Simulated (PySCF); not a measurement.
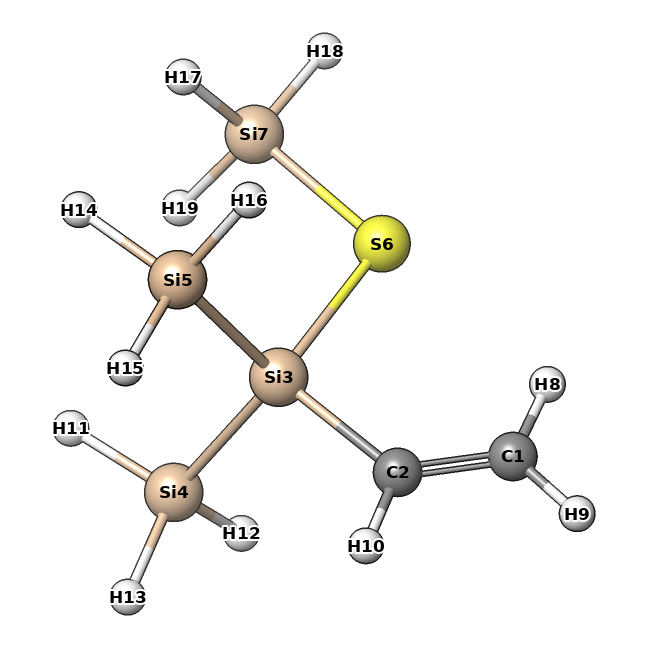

Computed geometry: GFN2-xTB optimisation. No frequency run is at hand to confirm it as a minimum. Electric field gradients from the ground-state density, PBE0/pcSseg-1 (PySCF 2.14.0), non-relativistic apart from any core potentials.

Give the largest field-gradient component, the quadrupole coupling constant and the asymmetry for 33S at S6 (Q = −67.81 mb), 2H at H8 (Q = 2.86 mb), 2H at H9 (Q = 2.86 mb), 2H at H10 (Q = 2.86 mb), 2H at H11 (Q = 2.86 mb).

```tsv
atom	V_zz (a.u.)	e²qQ/h (MHz)	η
S6	−1.726	27.5	0.63
H8	0.328	0.221	0.05
H9	0.331	0.222	0.03
H10	0.324	0.217	0.05
H11	0.161	0.108	0.00
```

The geometry is semi-empirical. Around Si such bond lengths and angles can be off by a tenth of an ångström or more and by several degrees, and values that hang on the shape move with them.
